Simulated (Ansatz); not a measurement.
C₂H₁₀FNSi₂ (SMILES CC(F)[SiH](N)[SiH3])

| atom | x (Å) | y (Å) | z (Å) |
| --- | --- | --- | --- |
| C | 0.6780 | -2.0275 | -0.3827 |
| C | 1.1151 | -0.5821 | -0.4880 |
| F | 1.6508 | -0.3684 | -1.7705 |
| Si | -0.3082 | 0.6820 | -0.3007 |
| N | 0.1210 | 2.3396 | -0.5740 |
| Si | -1.2603 | 0.5356 | 1.8347 |
| H | -0.1428 | -2.2441 | -1.0753 |
| H | 1.5101 | -2.6990 | -0.6218 |
| H | 0.3366 | -2.2555 | 0.6333 |
| H | 1.9240 | -0.3817 | 0.2295 |
| H | -1.2966 | 0.3074 | -1.3536 |
| H | 0.4206 | 2.5999 | -1.5053 |
| H | 0.6705 | 2.8284 | 0.1203 |
| H | -0.3284 | 1.0962 | 2.8602 |
| H | -2.5393 | 1.2967 | 1.9126 |
| H | -1.5362 | -0.8836 | 2.2070 |

Computed with Ansatz, RKS PBE0-D4/6-31G*.

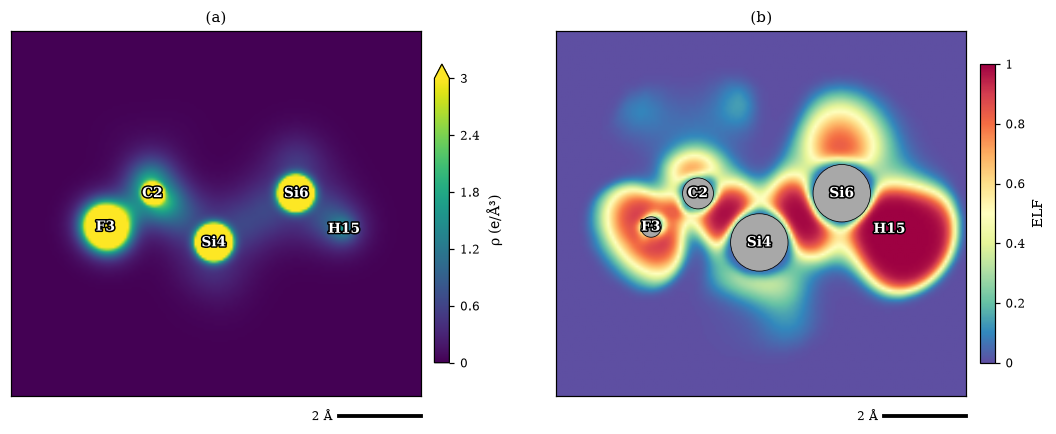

Figure 1. (a) total electron density; (b) ELF on the plane of atoms F3, C2 and Si4. Grey discs cover the atomic cores in the ELF map.

**What does the map show?**

- The plane passes through C, F, Si and H nuclei.
- C–F (1.41 Å): ρ is about 1.9 e/Å³ halfway, with its minimum of 1.5 e/Å³ about 0.5 Å from C; the ELF peaks at about 0.80 between the atoms, as expected for a shared but strongly polarised pair.
- C–Si (1.91 Å): ρ is about 0.96 e/Å³ halfway; the ELF peaks at about 1 between the atoms: a covalent bond.
- Si–Si (2.34 Å): ρ is about 0.64 e/Å³ halfway; the ELF peaks at about 1 between the atoms (a shared electron pair).
- The ELF also peaks beside F3, away from the bonds: lone-pair regions.

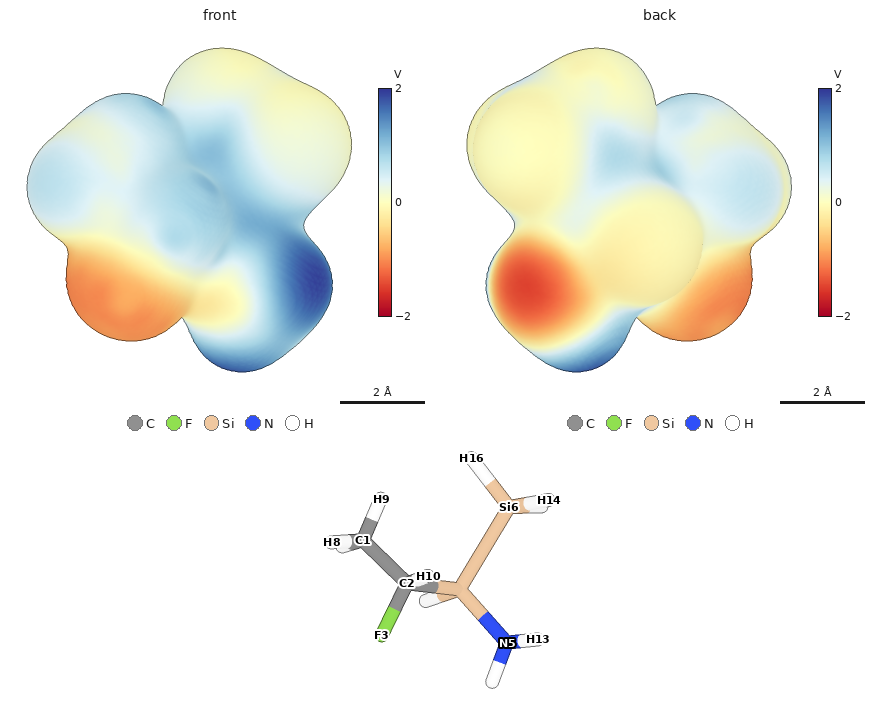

Figure 2. The molecular electrostatic potential painted on the density surface at 0.002 e/bohr³, seen from the front and from behind; red is negative and blue positive. The bare structure is drawn below in the same view.

**Describe the electrostatic potential map.**

The most negative region (about −1.4 V, or −32 kcal/mol for a unit charge) lies over N5, the most positive (about +1.9 V, or +44 kcal/mol for a unit charge) over H13. N5 is the likeliest acceptor of a hydrogen bond.

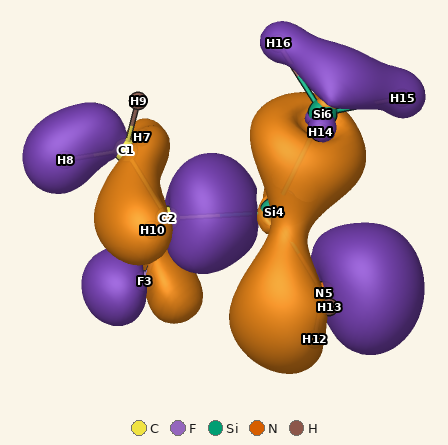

Figure 3. The HOMO at ±0.06 Å⁻³ᐟ² (orange and purple are the two phases), seen at a tilt.

**Describe this orbital and give its energy.**

It lies mainly on N5 (about 40 %), C2 (about 15 %), Si4 (about 15 %), F3 (about 5 %) and Si6 (about 5 %). Its energy is −6.93 eV.
